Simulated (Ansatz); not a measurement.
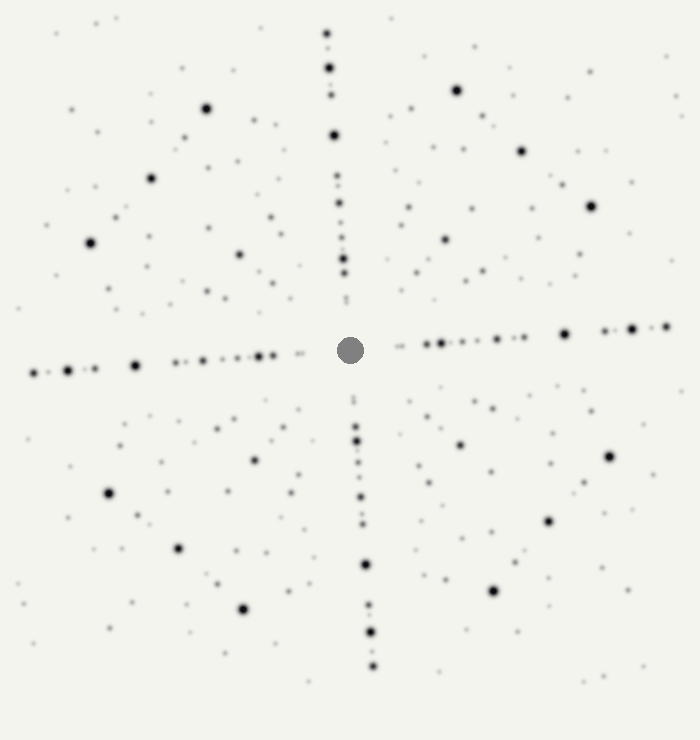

Simulated back-reflection Laue pattern (white X-rays, 0.45 to 2.2 Å, flat plate covering ±45° about the beam, kinematic intensities, seen from the source).

### What symmetry does the pattern show?

4mm: a fourfold axis with mirror lines.

The crystal is ZrZnAs4, space group F-43m (No. 216), a = 7.607 Å. Structure: coordinates from a relaxation with DFT, PAW plane waves, lda, spin-orbit (Ansatz 0.2.0); the starting structure was generated, so it need not be a known form of this composition.

### Which direction points towards the source?

[001] or one equivalent to it by a rotation of the Laue group. In Laue class m-3m no other family of directions with a member of indices 0 and ±1 has this symmetry.
